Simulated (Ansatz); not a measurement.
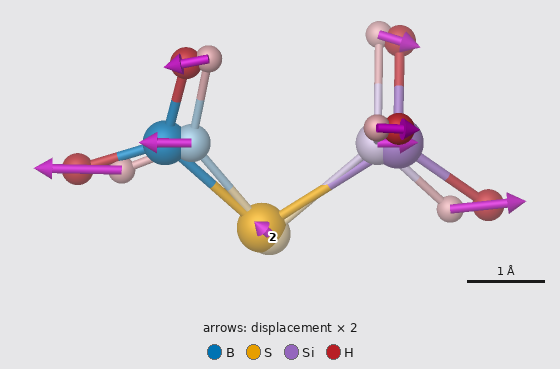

A relaxation of BSiH$_{5}$S. The starting structure is drawn faded, the final one solid; purple arrows show the displacements, 2 times their true length. The two geometries are superimposed by the best rigid fit.

The picture is a ball-and-stick view, seen at a tilt.

It is one of the separated reactants of a reaction.

Level of theory: RKS PBE-D4/def2-SVP (Ansatz). (force threshold 0.03 eV/Å; at most 250 steps)

### Atoms of which element are displaced furthest, and by how much?

Hydrogen: up to 0.58 Å, against 0.35 Å for boron.

### What happened in the run?

The largest move after the best rigid fit is that of an H atom, 0.58 Å. By element the largest moves are H 0.58 Å, B 0.35 Å, Si 0.27 Å, S 0.14 Å. Some distances before and after: B–Si 2.439 → 3.056 Å, S–Si 1.963 → 2.190 Å, B–H 1.002 → 1.214 Å, H–Si 1.363 → 1.501 Å. Among the angles between lasting bonds that change: B–S–Si 83.4° → 99.9°, S–Si–H 90.8° → 106.8°, S–B–H 103.2° → 116.2°. The energy falls by 59.7 kcal/mol in 7 accepted moves (8 points after the start). The largest force component goes from 6.1 to 0.022 eV/Å. The line search rejected the trial step at point 5 of the run. Cost: 11 s on 2 threads of Arm Neoverse V1 (shared host).
